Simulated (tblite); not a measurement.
Energy landscape of H₃S (cation, charge +1), singlet: map of symmetric stretch and umbrella angle. Scanned: S-H bond length and angle between the S-H bonds and the threefold axis (90 = planar).

Cartesian coordinates as functions of the variables (Å; names that start with a are angles):
```
S  0  0  0
H  r*sin(a)*cos(0*2*pi/3+0)  r*sin(a)*sin(0*2*pi/3+0)  0+r*cos(a)
H  r*sin(a)*cos(1*2*pi/3+0)  r*sin(a)*sin(1*2*pi/3+0)  0+r*cos(a)
H  r*sin(a)*cos(2*2*pi/3+0)  r*sin(a)*sin(2*2*pi/3+0)  0+r*cos(a)
```

Calculation: tblite with GFN2-xTB, 300 K electronic temperature.

Energy in mEh above the lowest grid point; x is the S-H bond length (Å), y the angle between the S-H bonds and the threefold axis (90 = planar) (°).

```
y \ x   1.19  1.27  1.33  1.40  1.46  1.52  1.58   1.65   1.69
------  ----  ----  ----  ----  ----  ----  ----  -----  -----
130     52.7  17.5   7.5   7.1  13.5  24.0  37.5   55.8   67.1
127.20  46.2  12.2   2.9   3.2  10.1  21.0  34.8   53.4   64.9
123.20  41.1   8.5   0.0   1.1   8.4  19.8  33.8   52.7   64.2
119.20  40.3   8.9   1.0   2.7  10.3  21.7  35.9   54.7   66.2
115.20  43.2  12.8   5.4   7.4  15.1  26.6  40.6   59.2   70.6
111.20  49.1  19.5  12.6  14.9  22.7  34.0  47.9   66.1   77.3
107.20  57.0  28.4  21.9  24.5  32.3  43.6  57.2   75.0   85.9
103.20  66.0  38.4  32.5  35.5  43.5  54.7  68.1   85.5   96.1
99.20   74.7  48.2  43.0  46.6  55.0  66.5  79.9   97.1  107.4
95.20   81.6  56.1  51.7  56.2  65.2  77.2  91.0  108.4  118.8
90      85.3  60.4  56.5  61.7  71.4  84.1  98.7  117.0  127.9
```

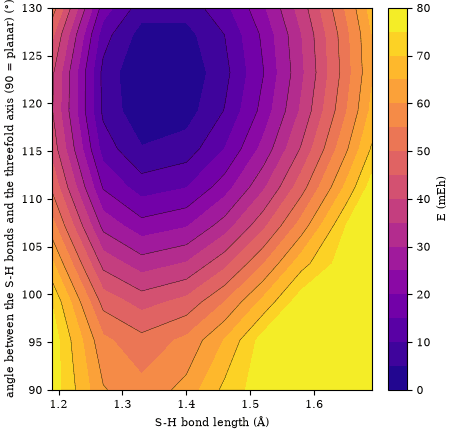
Fig. 1. Energy surface, cut off at 78 mEh.

Points that lie below all their neighbours on the grid: x = 1.33, y = 123.20 (0.0 mEh).
